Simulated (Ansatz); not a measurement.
# BH2F (SMILES [H]B([H])F) at HSE06/STO-3G

What is the electronic atomisation energy of BH2F at HSE06/STO-3G? 

The calculation is run with Ansatz 0.2.0.

56 further runs of the same task are left out: 2 that didn't finish, 54 set aside as unsound or not needed.

### 1 The system as given

BH2F: 4 atoms, total charge 0, spin state singlet. SMILES: `[H]B([H])F`. The coordinates come from a GFN2-xTB relaxation.

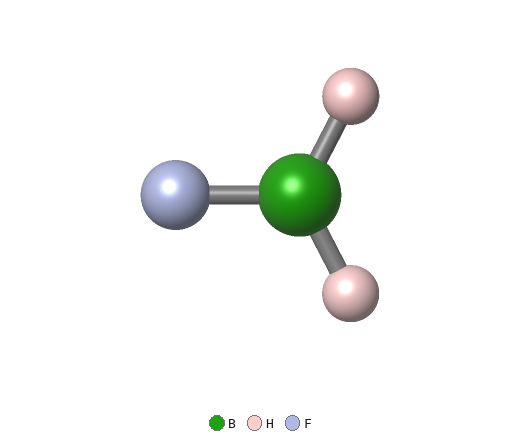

The structure, seen from a chosen angle (boron green, hydrogen pink, fluorine light blue).

### 2 The energy at HSE06/STO-3G

Input file job.yaml:

```yaml
crystal:
  periodic: [false, false, false]
  atoms:
    - {symbol: B, position_ang: [0.029990, 0.049200, 0.000600]}
    - {symbol: H, position_ang: [1.198420, -0.033970, 0.015630]}
    - {symbol: H, position_ang: [-0.578270, 1.050180, -0.019450]}
    - {symbol: F, position_ang: [-0.650140, -1.065400, 0.003230]}
basis:
  gaussian:
    orbitals: STO-3G
magnetization:
  spin_polarized: false
hamiltonian:
  xc: {name: HSE06}
accuracy: high
```

Launch:

```
$ ansatz run job.yaml --threads 1 --pin off --max-ram 2610MiB --events-out events.jsonl --progress --plain --runs-dir runs
```

Output:

```text
Warning: RAYON_NUM_THREADS=1 ignored (pool sized by the plan → 1); use --threads N
Functional definition: HSE06
  name "HSE06"
  parameter a = 0.25
  parameter omega = 0.11/bohr
  exchange = pbe_x - a*pbe_x_sr(omega) + a*exact_x_sr(omega)
  correlation = pbe_c
186 factors; integrals over basis functions are off by at most 3.1e-8 eV
42 factors; integrals over basis functions are off by at most 7.5e-10 eV
mean field evaluation 1: about -3375.0251 eV, gradient 8.1e0 eV
mean field evaluation 2: about -3375.1122 eV, gradient 7.1e0 eV
mean field evaluation 4: about -3375.2603 eV, gradient 2.1e-1 eV
mean field evaluation 8: about -3375.2349 eV, gradient 1.2e-3 eV
mean field -3375.23487727 eV, -124.0375939234 hartree, gradient 2.2e-8 eV, S^2 0.000000; 0 other end points of the search recorded, 0 dependent functions left out
reference -3375.23487864 eV, -124.0375939736 hartree; 8, 8 occupied and 4, 4 virtual orbitals, 186 factors
Total energy: -3375.23487864 eV, -124.0375939736 hartree
```

It took 0.46 s on 1 thread of Intel Xeon Platinum 8488C (Sapphire Rapids), shared host.

### 3 The B atom

Input file input.yaml:

```yaml
crystal:
  periodic: [false, false, false]
  atoms:
    - symbol: B
      position_ang: [0.000000, 0.000000, 0.000000]
basis:
  gaussian: {orbitals: STO-3G}
magnetization: {spin_polarized: true, initial_magnetization: 1}
hamiltonian: {xc: hse06}
accuracy: high
```

Launch:

```
$ ansatz run input.yaml --threads 1 --pin off --max-ram 2610MiB --events-out events.jsonl --progress --plain --runs-dir runs
```

Output, shortened:

```text
Warning: RAYON_NUM_THREADS=1 ignored (pool sized by the plan → 1); use --threads N
[... 6 set-up lines as earlier in the session ...]
15 factors; integrals over basis functions are off by at most 8.9e-10 eV
13 factors; integrals over basis functions are off by at most 7.8e-10 eV
mean field evaluation 1: about -659.4403 eV, gradient 3.3e-7 eV
mean field evaluation 2: about -659.4397 eV, gradient 1.9e-6 eV
mean field evaluation 4: about -659.4397 eV, gradient 2.1e-7 eV
mean field evaluation 8: about -659.4397 eV, gradient 0.0e0 eV
mean field -659.43973129 eV, -24.2339631407 hartree, gradient 0.0e0 eV, S^2 0.750000; 0 other end points of the search recorded, 0 dependent functions left out
reference -659.43973254 eV, -24.2339631866 hartree; 3, 2 occupied and 2, 3 virtual orbitals, 15 factors
Total energy: -659.43973254 eV, -24.2339631866 hartree
```

Wall time 0.24 s (1 thread of Intel Xeon Platinum 8488C (Sapphire Rapids), shared host).

### 4 The F atom at the same level

Input file in.yaml:

```yaml
crystal:
  periodic: [false, false, false]
  atoms:
    - {symbol: F, position_ang: [0.000000, 0.000000, 0.000000]}
basis:
  gaussian:
    orbitals: STO-3G
magnetization:
  spin_polarized: true
  initial_magnetization: 1
hamiltonian:
  xc: {name: HSE06}
accuracy: high
```

Launch:

```
$ ansatz run in.yaml --threads 1 --pin off --max-ram 2610MiB --events-out events.jsonl --progress --plain --runs-dir runs
```

Output, shortened:

```text
Warning: RAYON_NUM_THREADS=1 ignored (pool sized by the plan → 1); use --threads N
[... 6 set-up lines as earlier in the session ...]
15 factors; integrals over basis functions are off by at most 1.2e-9 eV
13 factors; integrals over basis functions are off by at most 2.0e-10 eV
mean field evaluation 1: about -2672.1445 eV, gradient 4.3e-13 eV
mean field evaluation 2: about -2672.1438 eV, gradient 4.7e-12 eV
mean field -2672.14383719 eV, -98.1994747724 hartree, gradient 0.0e0 eV, S^2 0.750000; 0 other end points of the search recorded, 0 dependent functions left out
reference -2672.14383749 eV, -98.1994747835 hartree; 5, 4 occupied and 0, 1 virtual orbitals, 15 factors
Total energy: -2672.14383749 eV, -98.1994747835 hartree
```

Run time: 0.18 s. Hardware: 1 thread of Intel Xeon Platinum 8488C (Sapphire Rapids), shared host.

### 5 The H atom

Input file input.yaml:

```yaml
crystal:
  periodic: [false, false, false]
  atoms:
    - {symbol: H, position_ang: [0.000000, 0.000000, 0.000000]}
basis:
  gaussian:
    orbitals: STO-3G
magnetization:
  spin_polarized: true
  initial_magnetization: 1
hamiltonian:
  xc: {name: HSE06}
accuracy: high
```

Run the same way, it converges to -0.46620 Eh (log not shown).

### 6 What came out

At HSE06/STO-3G:

```
                     quantity          value
       molecule: total energy  -124.03759 Eh
         B atom: total energy   -24.23396 Eh
                 B atom: ⟨S²⟩          0.750
         F atom: total energy   -98.19947 Eh
                 F atom: ⟨S²⟩          0.750
         H atom: total energy    -0.46620 Eh
                 H atom: ⟨S²⟩          0.750
electronic atomisation energy      18.279 eV
```

What this shows: Taking the molecule apart into free atoms costs 18.28 eV (1764 kJ/mol), before zero-point energy and without spin-orbit coupling. In a minimal basis such a difference can be off by several eV, whatever the method.
